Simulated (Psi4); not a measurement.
## Frequency calculation of SiNH2F2 (part 3 of 3)

The same run, continued: SiNH2F2, multiplicity 2, SMILES [NH][SiH](F)F; HF/def2-TZVP, UHF (Psi4 1.11). The geometry was optimised with hf/def2-TZVP.

Geometry of the input (Å):
```
N  -0.0008  0.9848  -0.9345
Si 0.2261  -0.2442  0.2491
F  1.5682  -0.9709  -0.0638
F  -0.8883  -1.3415  0.2052
H  -0.9158  1.1228  -1.3253
H  0.2717  0.3422  1.5820
```

Output, continued:
```
    1     0.19154194530907    -0.19055247631262     0.14099627047853    -0.03896056197079     0.00573231858266
    2    -0.19055247631262     0.23775370352776    -0.16478225056220     0.00427287729562    -0.03971106766634
    3     0.14099627047853    -0.16478225056220     0.41146164941669    -0.00020231897572    -0.00493963008391
    4    -0.03896056197079     0.00427287729562    -0.00020231897572     0.49921561125375    -0.04387870812801
    5     0.00573231858266    -0.03971106766634    -0.00493963008391    -0.04387870812801     0.56417411397549
    6    -0.02540672273738     0.01788948258064    -0.25147176960436    -0.03896059096019    -0.03055113967500
    7     0.00660007679212     0.00081900300989     0.00123880014755    -0.04414607411456    -0.00775983189972
    8     0.00337110159133    -0.00392722756397     0.00842799817554    -0.00840492830718    -0.35819930945679
    9    -0.00068693642075     0.02300529913147    -0.01159378831272     0.00169984976502     0.10183333146506
   10     0.00011240849325     0.00387049287497     0.00798121923128    -0.27241449342007     0.10984221267606
   11     0.00229024145347     0.00476443159600    -0.00270259274932     0.10867638400175    -0.09529142751532
   12     0.01795830246987    -0.01169100885805    -0.01561132345471     0.10698571367530    -0.05136375734961
   13    -0.16310413562881     0.18215737036261    -0.14789660345425    -0.00010254677888     0.00108723107248
   14     0.18279119001136    -0.20471457085201     0.16550759402302     0.00128463131343    -0.00059766249169
   15    -0.12220190438705     0.13997692673642    -0.12756328248512    -0.01577387492370     0.01723442962853
   16     0.00381026697466    -0.00056726725124    -0.00211736710200    -0.14359193513284    -0.06502322235861
   17    -0.00363237523958     0.00583473096868    -0.00151111843019    -0.06195025615441    -0.07037464692081
   18    -0.01065900912412    -0.00439844901739    -0.00522148781464    -0.05374877916755    -0.03221323413124

                 6                   7                   8                   9                  10

    1    -0.02540672273738     0.00660007679212     0.00337110159133    -0.00068693642075     0.00011240849325
    2     0.01788948258064     0.00081900300989    -0.00392722756397     0.02300529913147     0.00387049287497
    3    -0.25147176960436     0.00123880014755     0.00842799817554    -0.01159378831272     0.00798121923128
    4    -0.03896059096019    -0.04414607411456    -0.00840492830718     0.00169984976502    -0.27241449342007
    5    -0.03055113967500    -0.00775983189972    -0.35819930945679     0.10183333146506     0.10984221267606
    6     0.49957281598015    -0.00111225028346     0.09991753655636    -0.07452046701697     0.10402551859507
    7    -0.00111225028346     0.03342786962959    -0.00272063904157    -0.00233572111883    -0.00029080826512
    8     0.09991753655636    -0.00272063904157     0.39489093193683    -0.11659237393236     0.01230056716826
    9    -0.07452046701697    -0.00233572111883    -0.11659237393236     0.07254953796862     0.00222319368915
   10     0.10402551859507    -0.00029080826512     0.01230056716826     0.00222319368915     0.28891318881968
   11    -0.05237664997122     0.02371198143234    -0.01928101510482    -0.00516811111143    -0.13330658716862
   12    -0.09555310483336    -0.00123508654776     0.00203791279302     0.00833972248147    -0.12317000232811
   13     0.00919033408741     0.00037472794751    -0.00183774847324     0.00027910909521    -0.00039152426247
   14    -0.00970897327219    -0.00016522999994    -0.00012436189311    -0.00073288948371     0.00012498108013
   15    -0.01777443898724    -0.00004812511936     0.00094376560819    -0.00268536765094     0.00050660563002
   16    -0.04773628869282     0.00403420793239    -0.00270835249474    -0.00117949521311    -0.01592877096906
   17    -0.02517025632891    -0.01388528340834    -0.01335901757571    -0.00234525634117     0.00716833319967
   18    -0.06025303441687     0.00349238290259     0.00526516125181     0.00791036279552     0.00843346560947

                11                  12                  13                  14                  15

    1     0.00229024145347     0.01795830246987    -0.16310413562881     0.18279119001136    -0.12220190438705
    2     0.00476443159600    -0.01169100885805     0.18215737036261    -0.20471457085201     0.13997692673642
    3    -0.00270259274932    -0.01561132345471    -0.14789660345425     0.16550759402302    -0.12756328248512
    4     0.10867638400175     0.10698571367530    -0.00010254677888     0.00128463131343    -0.01577387492370
    5    -0.09529142751532    -0.05136375734961     0.00108723107248    -0.00059766249169     0.01723442962853
    6    -0.05237664997122    -0.09555310483336     0.00919033408741    -0.00970897327219    -0.01777443898724
    7     0.02371198143234    -0.00123508654776     0.00037472794751    -0.00016522999994    -0.00004812511936
    8    -0.01928101510482     0.00203791279302    -0.00183774847324    -0.00012436189311     0.00094376560819
    9    -0.00516811111143     0.00833972248147     0.00027910909521    -0.00073288948371    -0.00268536765094
   10    -0.13330658716862    -0.12317000232811    -0.00039152426247     0.00012498108013     0.00050660563002
   11     0.10264169596660     0.06092854977845     0.00095486679858     0.00037702517913    -0.00131587879490
   12     0.06092854977845     0.09061686201082     0.00112239363381     0.00091907162154     0.00433069049240
   13     0.00095486679858     0.00112239363381     0.16382631882931    -0.18285227665399     0.13723254966986
   14     0.00037702517913     0.00091907162154    -0.18285227665399     0.20510892581891    -0.15528425351094
   15    -0.00131587879490     0.00433069049240     0.13723254966986    -0.15528425351094     0.14533241208303
   16    -0.00232688681401    -0.00166132109715    -0.00060284010631    -0.00118329576194     0.00028474916503
   17     0.00678929026919    -0.00083076771441     0.00049055692495    -0.00004935579135    -0.00155498966096
   18     0.00063468266385     0.00787715325856     0.00007221686022    -0.00070054924827    -0.00164001357754

                16                  17                  18

    1     0.00381026697466    -0.00363237523958    -0.01065900912412
    2    -0.00056726725124     0.00583473096868    -0.00439844901739
    3    -0.00211736710200    -0.00151111843019    -0.00522148781464
    4    -0.14359193513284    -0.06195025615441    -0.05374877916755
    5    -0.06502322235861    -0.07037464692081    -0.03221323413124
    6    -0.04773628869282    -0.02517025632891    -0.06025303441687
    7     0.00403420793239    -0.01388528340834     0.00349238290259
    8    -0.00270835249474    -0.01335901757571     0.00526516125181
    9    -0.00117949521311    -0.00234525634117     0.00791036279552
   10    -0.01592877096906     0.00716833319967     0.00843346560947
   11    -0.00232688681401     0.00678929026919     0.00063468266385
   12    -0.00166132109715    -0.00083076771441     0.00787715325856
   13    -0.00060284010631     0.00049055692495     0.00007221686022
   14    -0.00118329576194    -0.00004935579135    -0.00070054924827
   15     0.00028474916503    -0.00155498966096    -0.00164001357754
   16     0.15227907128388     0.07180902463491     0.05240972291479
   17     0.07180902463491     0.07115899902246     0.03141238844680
   18     0.05240972291479     0.03141238844680     0.05132701982966

	total time  =        157 seconds =       2.62 minutes

  ==> Harmonic Vibrational Analysis <==

  non-mass-weighted Hessian:       Symmetric? True   Hermitian? True   Lin Dep Dim?  0 (0)
  projection of translations (True) and rotations (True) removed 6 degrees of freedom (6)
  total projector:                 Symmetric? True   Hermitian? True   Lin Dep Dim?  6 (6)
  mass-weighted Hessian:           Symmetric? True   Hermitian? True   Lin Dep Dim?  0 (0)
  pre-proj  low-frequency mode:    0.0000i [cm^-1]
  pre-proj  low-frequency mode:    0.0000i [cm^-1]
  pre-proj  low-frequency mode:    0.0000i [cm^-1]
  pre-proj  low-frequency mode:    0.0059  [cm^-1]
  pre-proj  low-frequency mode:    0.0144  [cm^-1]
  pre-proj  low-frequency mode:    0.6945  [cm^-1]
  pre-proj  low-frequency mode:   85.5296  [cm^-1]
  pre-proj  all modes:['2.3436i' '1.9255i' '0.0179i' '0.0059' '0.0144' '0.6945' '85.5296'
 '292.3300' '334.1976' '414.0889' '762.0577' '844.8411' '904.9992'
 '916.6413' '1002.9345' '1043.2925' '2423.2700' '3717.7752']
  projected mass-weighted Hessian: Symmetric? True   Hermitian? True   Lin Dep Dim?  6 (6)
  post-proj low-frequency mode:    0.0000i [cm^-1] (TR)
  post-proj low-frequency mode:    0.0000i [cm^-1] (TR)
  post-proj low-frequency mode:    0.0000  [cm^-1] (TR)
  post-proj low-frequency mode:    0.0000  [cm^-1] (TR)
  post-proj low-frequency mode:    0.0000  [cm^-1] (TR)
  post-proj low-frequency mode:    0.0000  [cm^-1] (TR)
  post-proj low-frequency mode:   85.5295  [cm^-1] (V)
  post-proj  all modes:['0.0000i' '0.0000i' '0.0000' '0.0000' '0.0000' '0.0000' '85.5295'
 '292.3300' '334.1976' '414.0889' '762.0577' '844.8411' '904.9992'
 '916.6413' '1002.9345' '1043.2925' '2423.2700' '3717.7752']

  Vibration                       7                   8                   9
  Freq [cm^-1]                 85.5295             292.3300            334.1976
  Irrep                           A                   A                   A
  Reduced mass [u]              1.1345              4.3870             12.3497
  Force const [mDyne/A]         0.0049              0.2209              0.8127
  Turning point v=0 [a0]        1.1139              0.3064              0.1708
  RMS dev v=0 [a0 u^1/2]        0.8390              0.4538              0.4244
  Char temp [K]                123.0579            420.5978            480.8360
  ----------------------------------------------------------------------------------
      1   N               -0.07 -0.02 -0.01    0.17 -0.25 -0.04    0.13  0.29 -0.24
      2   SI               0.00 -0.01 -0.01   -0.08  0.10 -0.05    0.07 -0.02 -0.22
      3   F                0.02  0.01  0.04   -0.04  0.08 -0.13   -0.28  0.18  0.40
      4   F               -0.00 -0.01 -0.02   -0.01 -0.04  0.26    0.09 -0.37  0.15
      5   H                0.68  0.72  0.07    0.68 -0.14 -0.49   -0.24  0.03 -0.16
      6   H                0.03 -0.02 -0.04   -0.10  0.21 -0.14    0.17 -0.00 -0.49

  Vibration                       10                  11                  12
  Freq [cm^-1]                 414.0889            762.0577            844.8411
  Irrep                           A                   A                   A
  Reduced mass [u]             13.8886              1.7119              1.7750
  Force const [mDyne/A]         1.4031              0.5857              0.7464
  Turning point v=0 [a0]        0.1447              0.3038              0.2834
  RMS dev v=0 [a0 u^1/2]        0.3813              0.2811              0.2669
  Char temp [K]                595.7817           1096.4314           1215.5383
  ----------------------------------------------------------------------------------
      1   N               -0.27 -0.25  0.16    0.06 -0.07 -0.19    0.05 -0.02  0.17
      2   SI               0.36  0.24  0.14    0.02  0.01  0.03   -0.05 -0.03 -0.05
      3   F               -0.31  0.16 -0.20   -0.01 -0.01 -0.00   -0.02  0.05 -0.03
      4   F               -0.03 -0.33 -0.15   -0.03  0.02  0.04    0.07 -0.02 -0.03
      5   H               -0.17 -0.06  0.29   -0.34  0.35  0.77   -0.14  0.14  0.60
      6   H                0.31  0.17  0.31   -0.17  0.16  0.26   -0.19  0.54 -0.47

  Vibration                       13                  14                  15
  Freq [cm^-1]                 904.9992            916.6413           1002.9345
  Irrep                           A                   A                   A
  Reduced mass [u]              1.7504              1.2543              5.5857
  Force const [mDyne/A]         0.8447              0.6209              3.3104
  Turning point v=0 [a0]        0.2757              0.3236              0.1466
  RMS dev v=0 [a0 u^1/2]        0.2579              0.2563              0.2450
  Char temp [K]               1302.0924           1318.8428           1442.9995
  ----------------------------------------------------------------------------------
      1   N               -0.01 -0.02  0.04   -0.04  0.02 -0.03    0.01  0.02 -0.22
      2   SI              -0.07 -0.03 -0.03   -0.00  0.02  0.01   -0.16 -0.00  0.27
      3   F                0.02  0.13 -0.02   -0.02 -0.06  0.02    0.00  0.10 -0.05
      4   F                0.10 -0.04 -0.02    0.08 -0.01 -0.02    0.20 -0.11 -0.12
      5   H               -0.04  0.01  0.11    0.10 -0.06 -0.29   -0.01  0.00 -0.24
      6   H               -0.17 -0.48  0.83   -0.55  0.66  0.39    0.30  0.01 -0.80

  Vibration                       16                  17                  18
  Freq [cm^-1]                1043.2925           2423.2700           3717.7752
  Irrep                           A                   A                   A
  Reduced mass [u]              6.6993              1.0414              1.0750
  Force const [mDyne/A]         4.2963              3.6029              8.7545
  Turning point v=0 [a0]        0.1312              0.2184              0.1736
  RMS dev v=0 [a0 u^1/2]        0.2402              0.1576              0.1272
  Char temp [K]               1501.0656           3486.5460           5349.0508
  ----------------------------------------------------------------------------------
      1   N                0.04 -0.05  0.06   -0.00  0.00 -0.00    0.04 -0.05  0.04
      2   SI              -0.14  0.31 -0.08   -0.03 -0.02 -0.01    0.00 -0.00 -0.00
      3   F                0.02 -0.30  0.10   -0.00 -0.00 -0.00   -0.00  0.00 -0.00
      4   F                0.14 -0.09 -0.06   -0.00  0.00  0.00   -0.00  0.00 -0.00
      5   H               -0.14  0.12  0.47   -0.00 -0.00 -0.00   -0.57  0.64 -0.51
      6   H                0.34 -0.60  0.07    0.81  0.47  0.35   -0.00 -0.00 -0.00

  ==> Thermochemistry Components <==

  Entropy, S
    Electronic S                             1.377 [cal/(mol K)]        5.763 [J/(mol K)]       0.00219507 [mEh/K] (multiplicity = 2)
    Translational S                         39.126 [cal/(mol K)]      163.704 [J/(mol K)]       0.06235153 [mEh/K] (mol. weight = 81.9925 [u], P = 101325.00 [Pa])
    Rotational S                            24.840 [cal/(mol K)]      103.931 [J/(mol K)]       0.03958509 [mEh/K] (symmetry no. = 1)
    Vibrational S                            8.225 [cal/(mol K)]       34.414 [J/(mol K)]       0.01310774 [mEh/K]
  Total S                                   73.569 [cal/(mol K)]      307.812 [J/(mol K)]       0.11723942 [mEh/K]
  Correction S                               0.000 [cal/(mol K)]        0.000 [J/(mol K)]       0.00000000 [mEh/K]

  Constant volume heat capacity, Cv
    Electronic Cv                            0.000 [cal/(mol K)]        0.000 [J/(mol K)]       0.00000000 [mEh/K]
    Translational Cv                         2.981 [cal/(mol K)]       12.472 [J/(mol K)]       0.00475022 [mEh/K]
    Rotational Cv                            2.981 [cal/(mol K)]       12.472 [J/(mol K)]       0.00475022 [mEh/K]
    Vibrational Cv                           9.668 [cal/(mol K)]       40.453 [J/(mol K)]       0.01540772 [mEh/K]
  Total Cv                                  15.630 [cal/(mol K)]       65.396 [J/(mol K)]       0.02490816 [mEh/K]
  Correction Cv                              0.000 [cal/(mol K)]        0.000 [J/(mol K)]       0.00000000 [mEh/K]

  Constant pressure heat capacity, Cp
    Electronic Cp                            0.000 [cal/(mol K)]        0.000 [J/(mol K)]       0.00000000 [mEh/K]
    Translational Cp                         4.968 [cal/(mol K)]       20.786 [J/(mol K)]       0.00791703 [mEh/K]
    Rotational Cp                            2.981 [cal/(mol K)]       12.472 [J/(mol K)]       0.00475022 [mEh/K]
    Vibrational Cp                           9.668 [cal/(mol K)]       40.453 [J/(mol K)]       0.01540772 [mEh/K]
  Total Cp                                  17.617 [cal/(mol K)]       73.711 [J/(mol K)]       0.02807497 [mEh/K]
  Correction Cp                              0.000 [cal/(mol K)]        0.000 [J/(mol K)]       0.00000000 [mEh/K]

  ==> Thermochemistry Energy Analysis <==

  Raw electronic energy, E_e
  Total E_e, Electronic energy at well bottom                                          -543.67499102 [Eh]

  Zero-point vibrational energy, ZPVE = Sum_i omega_i / 2,  E_0 = E_e + ZPVE
    Vibrational ZPVE                        18.216 [kcal/mol]       76.214 [kJ/mol]       0.02902832 [Eh]        6370.979 [cm^-1]
  Correction ZPVE to E_e                    18.216 [kcal/mol]       76.214 [kJ/mol]       0.02902832 [Eh]        6370.979 [cm^-1]
  Total E_0, Enthalpy at 0 [K]                                                         -543.64596271 [Eh]
  *** Absolute enthalpy, not an enthalpy of formation ***

  Thermal (internal) energy, E (includes ZPVE and finite-temperature corrections)
    Electronic contrib to E beyond E_e       0.000 [kcal/mol]        0.000 [kJ/mol]       0.00000000 [Eh]
    Translational contrib to E               0.889 [kcal/mol]        3.718 [kJ/mol]       0.00141628 [Eh]
    Rotational contrib to E                  0.889 [kcal/mol]        3.718 [kJ/mol]       0.00141628 [Eh]
    Vibrational contrib to E                19.593 [kcal/mol]       81.978 [kJ/mol]       0.03122369 [Eh]
  Correction E                              21.371 [kcal/mol]       89.415 [kJ/mol]       0.03405625 [Eh]
  Total E, Thermal (internal) energy at  298.15 [K]                                    -543.64093477 [Eh]

  Enthalpy, H_trans = E_trans + k_B * T = E_trans + P * V
    Electronic contrib to H beyond E_e       0.000 [kcal/mol]        0.000 [kJ/mol]       0.00000000 [Eh]
    Translational contrib to H               1.481 [kcal/mol]        6.197 [kJ/mol]       0.00236046 [Eh]
    Rotational contrib to H                  0.889 [kcal/mol]        3.718 [kJ/mol]       0.00141628 [Eh]
    Vibrational contrib to H                19.593 [kcal/mol]       81.978 [kJ/mol]       0.03122369 [Eh]
  Correction H                              21.963 [kcal/mol]       91.894 [kJ/mol]       0.03500043 [Eh]
  Total H, Enthalpy at  298.15 [K]                                                     -543.63999059 [Eh]
  *** Absolute enthalpy, not an enthalpy of formation ***

  Gibbs free energy, G = H - T * S
    Electronic contrib to G beyond E_e      -0.411 [kcal/mol]       -1.718 [kJ/mol]      -0.00065446 [Eh]
    Translational contrib to G             -10.184 [kcal/mol]      -42.611 [kJ/mol]      -0.01622965 [Eh]
    Rotational contrib to G                 -6.517 [kcal/mol]      -27.268 [kJ/mol]      -0.01038602 [Eh]
    Vibrational contrib to G                17.141 [kcal/mol]       71.717 [kJ/mol]       0.02731562 [Eh]
  Correction G                               0.029 [kcal/mol]        0.119 [kJ/mol]       0.00004550 [Eh]
  Total G, Gibbs energy at  298.15 [K]                                                 -543.67494552 [Eh]
  *** Absolute Gibbs energy, not a free energy of formation ***

    Psi4 run time: 0:02:42.56
```

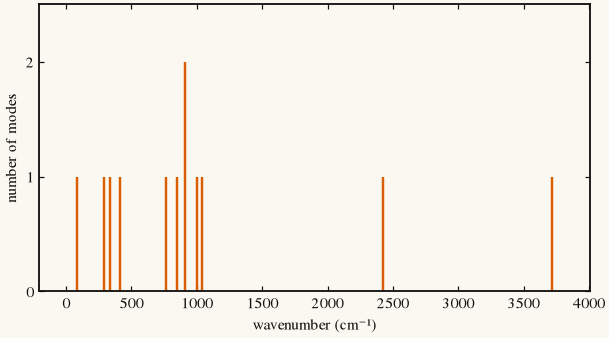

Fig. 1: Harmonic vibrational wavenumbers from the force constants; neighbouring modes closer than 17 cm⁻¹ are counted in one stick. 12 modes from 86 to 3718 cm⁻¹, none imaginary.

Key numbers:

| quantity | value |
| --- | --- |
| outcome | converged |
| total energy | −543.674991 hartree |
| basis functions | 142 |
| ⟨S²⟩ | 0.758 |
| zero-point energy | 0.029028 hartree |
| dipole moment | 1.87 D |
| wavenumbers, lowest and highest | 86 and 3718 cm⁻¹ |
| wall time | 2.7 min |
| peak memory | 0.54 GiB |
